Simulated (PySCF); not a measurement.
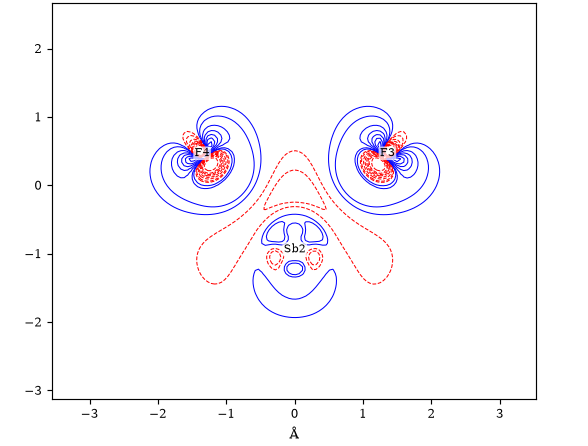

Figure. F₃Sb, SMILES `F[Sb](F)F`. Deformation density (molecule less spherical, spin-averaged free atoms) in the plane of Sb2, F3 and F4; contours at ±0.05 to ±0.8 e/Å³; solid blue lines: gain, dashed red lines: loss.

PySCF calculation, PBE0/def2-TZVP, gas phase; geometry: GFN2-xTB. Core potentials replace the inner electrons of Sb; spin–orbit coupling isn't included. No frequency check shows the geometry to be a minimum. GFN2-xTB bond lengths at metals and heavier atoms can be off by up to 0.1 Å and shapes distorted, which carries into these values.

Geometry (Å), atoms numbered from 1:

```
F1      -1.3201    0.8367    0.7641
Sb2     -0.0015    0.0000   -0.4027
F3       1.3888    0.7273    0.7569
F4      -0.0604   -1.5640    0.7608
```

Describe the bonding that the map shows.

Answer. Sb2–F4 and Sb2–F3: +0.02 e/Å³ at the bond critical point (bond length 1.95 Å, Mayer order 0.9); up to 0.6 Å beside the axis the gain reaches +0.19 e/Å³. In all, 1.2 electrons gather in the regions of gain relative to the promolecule. A small or negative value marks a very polar bond, one between electron-rich atoms, whose free-atom densities already overlap strongly, a long bond to a heavier atom, or a closed-shell contact such as a hydrogen bond.
